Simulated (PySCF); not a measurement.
# Run report: C₄H₇F₃Si, NMR shielding calculation

C₄H₇F₃Si, computed with GIAO PBE0/cc-pVDZ NMR shielding, non-relativistic, gas phase (PySCF 2.14.0).

The run did not end well. The geometry comes from this level: GFN2-xTB.

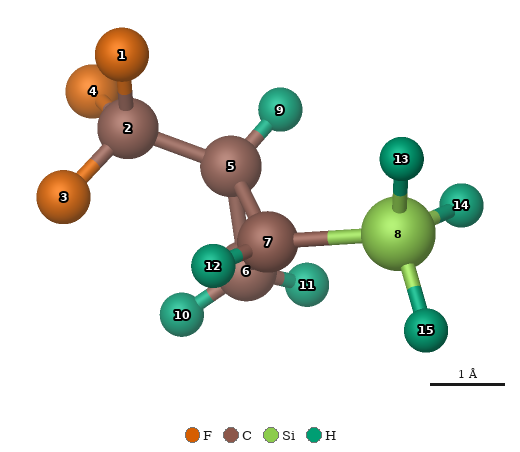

**Figure 1.** The input geometry (ball-and-stick view, seen at a tilt; atoms are numbered from 1 in the order of the input). Bond lengths as drawn: C–C 1.50 to 1.51 Å, C–F 1.34 to 1.35 Å, C–H 1.08 Å, C–Si 1.89 Å and H–Si 1.46 Å.

**Input file**
```
{"job": {"kind": "nmr", "xc": "PBE0", "basis": "cc-pVDZ", "pop": true, "gauge": [2, 0, 0], "scf": {"diis": false, "max_cycle": 61}}, "charge": 0, "multiplicity": 1}
F     -2.258987     1.585851     0.071990
C     -2.018589     0.260144     0.093238
F     -2.210953    -0.136539     1.359354
F     -3.004786    -0.303192    -0.631584
C     -0.659320    -0.074636    -0.437013
C      0.016017    -1.324395     0.036574
C      0.524629     0.011590     0.488461
Si     2.158645     0.708106    -0.155237
H     -0.552477     0.227370    -1.470993
H     -0.512303    -1.945599     0.745447
H      0.587867    -1.881923    -0.689377
H      0.274245     0.271989     1.510570
H      2.068427     2.166951    -0.162261
H      2.358482     0.197014    -1.512861
H      3.224687     0.245258     0.731780
```

The first line tells a small driver script what to run in PySCF; the rest is the geometry in Å.

Hardware: 1 CPU thread, shared host.

Command:
```bash
OMP_NUM_THREADS=1 python <driver script> task.json out
```

**Output**
```
final grid: 129176 points
cycle   1  E = -744.9289527774  dE =  1.211e+00  |g| = 8.955e-01  |ddm| = 6.831e+00
cycle   2  E = -744.7924337806  dE =  1.365e-01  |g| = 1.298e+00  |ddm| = 2.864e+00
cycle   3  E = -744.6146844407  dE =  1.777e-01  |g| = 1.607e+00  |ddm| = 3.593e+00
cycle   4  E = -743.9857043228  dE =  6.290e-01  |g| = 2.567e+00  |ddm| = 5.141e+00
cycle   5  E = -743.4332592466  dE =  5.524e-01  |g| = 2.954e+00  |ddm| = 6.729e+00
cycle   6  E = -740.3072798553  dE =  3.126e+00  |g| = 5.306e+00  |ddm| = 1.016e+01
cycle   7  E = -736.2181814942  dE =  4.089e+00  |g| = 5.487e+00  |ddm| = 1.370e+01
cycle   8  E = -696.8744655248  dE =  3.934e+01  |g| = 1.302e+01  |ddm| = 3.207e+01
cycle   9  E = -542.3237734778  dE =  1.546e+02  |g| = 1.199e+01  |ddm| = 1.667e+02
cycle  10  E = -417.6665680121  dE =  1.247e+02  |g| = 2.025e+01  |ddm| = 1.793e+02
[... 41 cycles left out ...]
cycle  52  E = -328.8417534201  dE =  1.031e+02  |g| = 1.836e+01  |ddm| = 1.704e+02
cycle  53  E = -431.9418526696  dE = -1.031e+02  |g| = 1.331e+01  |ddm| = 1.704e+02
cycle  54  E = -328.8417534201  dE =  1.031e+02  |g| = 1.836e+01  |ddm| = 1.704e+02
cycle  55  E = -431.9418526696  dE = -1.031e+02  |g| = 1.331e+01  |ddm| = 1.704e+02
cycle  56  E = -328.8417534201  dE =  1.031e+02  |g| = 1.836e+01  |ddm| = 1.704e+02
cycle  57  E = -431.9418526696  dE = -1.031e+02  |g| = 1.331e+01  |ddm| = 1.704e+02
cycle  58  E = -328.8417534201  dE =  1.031e+02  |g| = 1.836e+01  |ddm| = 1.704e+02
cycle  59  E = -431.9418526696  dE = -1.031e+02  |g| = 1.331e+01  |ddm| = 1.704e+02
cycle  60  E = -328.8417534201  dE =  1.031e+02  |g| = 1.836e+01  |ddm| = 1.704e+02
cycle  61  E = -431.9418526696  dE = -1.031e+02  |g| = 1.331e+01  |ddm| = 1.704e+02
SCF not converged, last energy = -431.9418526696
```

**What the run reported**

```csv
quantity,value
outcome,not converged
total energy,−431.941853 hartree
HOMO,−99.50 eV
LUMO,−95.43 eV
dipole moment,570.05 D
wall time,99 s
peak memory,0.65 GiB
```

**What went wrong**

Some settings of this run were drawn to be unusual or wrong; see gauge = [2, 0, 0]. The run did not converge. At least one of its steps failed, so the values that rest on that step are not results.
